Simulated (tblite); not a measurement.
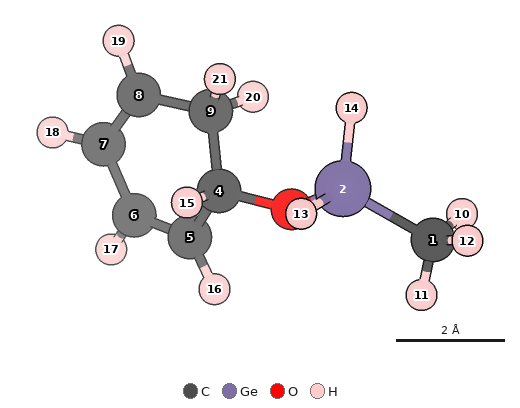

The structure (ball-and-stick view, seen at a tilt; atoms are numbered from 1 in the order of the input). Sticks mark near contacts.

Frequency calculation of C₇H₁₂GeO

C₇H₁₂GeO, SMILES [CH3][GeH2][O][C@@H]1C=CC=CC1, computed with GFN2-xTB harmonic vibrations, gas phase (tblite 0.8.0).

It belongs to a series of runs on one base structure; here: constitutional isomer.

**The input**
```
{"job": {"kind": "ir", "xc": "GFN2-xTB", "basis": "xTB"}, "charge": 0, "multiplicity": 1}
C      3.831900    -0.119618    -0.092894
Ge     2.247206     0.812246     0.582389
O      0.949869    -0.287204     0.144070
C     -0.412736    -0.164608     0.484702
C     -1.090844    -1.492662     0.286466
C     -2.400280    -1.565606     0.063261
C     -3.194213    -0.359169    -0.082529
C     -2.597022     0.815784    -0.268235
C     -1.103664     0.921464    -0.342075
H      3.836602    -0.105658    -1.179633
H      3.817556    -1.155815     0.233524
H      4.747937     0.344621     0.260618
H      2.198471     1.012276     2.085964
H      2.016813     2.171292    -0.050054
H     -0.503561     0.094295     1.556692
H     -0.465268    -2.364750     0.392096
H     -2.901839    -2.517773    -0.024244
H     -4.269913    -0.450365    -0.065908
H     -3.163827     1.719080    -0.438671
H     -0.790932     0.806765    -1.388189
H     -0.761175     1.902347    -0.003120
```

The first line tells a small driver script what to run in tblite; the rest is the geometry in Å.

Machine: 1 CPU thread, shared host.

Launched with:
```bash
OMP_NUM_THREADS=1 python <driver script> task.json out
```

**Output**
```
mode    cm-1     km/mol
  1      12.9      0.13
  2      46.5      1.12
  3      73.2      0.62
  4      81.1      0.02
  5     113.5      1.20
  6     176.8      2.16
  7     241.8      3.61
  8     279.5      6.62
  9     396.1     15.57
 10     424.1     40.95
 11     439.7     11.49
 12     490.4     24.57
 13     548.0      0.49
 14     589.8     38.53
 15     597.2     52.06
 16     608.9     76.44
 17     683.5    178.00
 18     722.4     45.60
 19     784.6     99.59
 20     798.9    101.34
 21     804.6    108.98
 22     810.0      0.50
 23     843.5    184.34
 24     902.7      0.73
 25     906.1      1.15
 26     929.7      0.32
 27     996.1      3.66
 28    1012.3     13.54
 29    1020.1      9.22
 30    1081.8    161.36
 31    1116.9      0.98
 32    1139.2     14.00
 33    1181.5      7.49
 34    1191.4      1.58
 35    1277.5      7.10
 36    1289.8      5.98
 37    1320.5      3.59
 38    1321.0     11.00
 39    1330.9     19.02
 40    1365.5      1.76
 41    1448.0      0.59
 42    1450.9      0.79
 43    1456.4      2.48
 44    1645.7      3.51
 45    1694.9      2.42
 46    1849.0    235.03
 47    1891.4    599.44
 48    2762.2     76.38
 49    2904.8     31.30
 50    2958.0     49.92
 51    3018.1     17.78
 52    3022.4     10.75
 53    3027.7     25.94
 54    3072.1      9.94
 55    3078.0     33.02
 56    3090.0     84.79
 57    3101.1     33.78
```

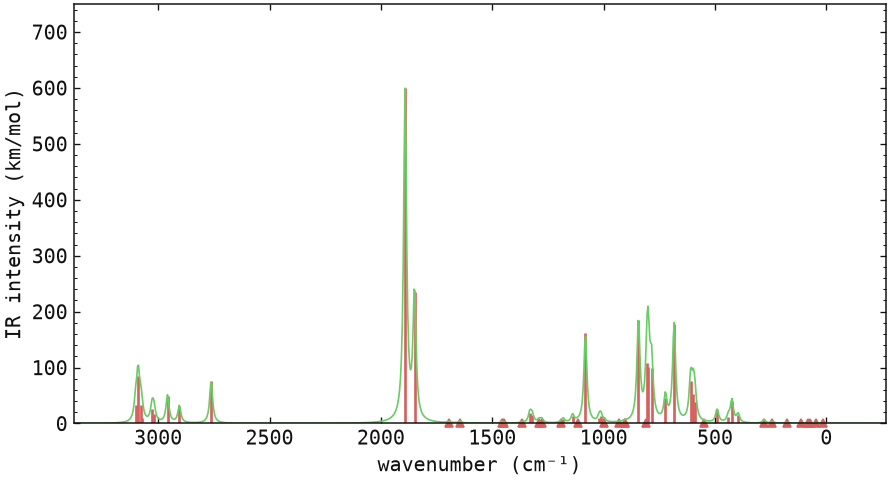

Harmonic infrared spectrum, unscaled: sticks (degenerate modes added up, dark ones marked on the axis) with a Lorentzian envelope of 16 cm⁻¹ full width, scaled to the tallest stick. 57 modes from 13 to 3101 cm⁻¹, none imaginary. The strongest line is at 1891 cm⁻¹ (599 km/mol).

**Results in brief**

| quantity | value |
| --- | --- |
| outcome | converged |
| total energy | −736.5853 eV |
| zero-point energy | 102.1010 kcal/mol |
| wall time | 0.98 s |
| peak memory | 0.18 GiB |
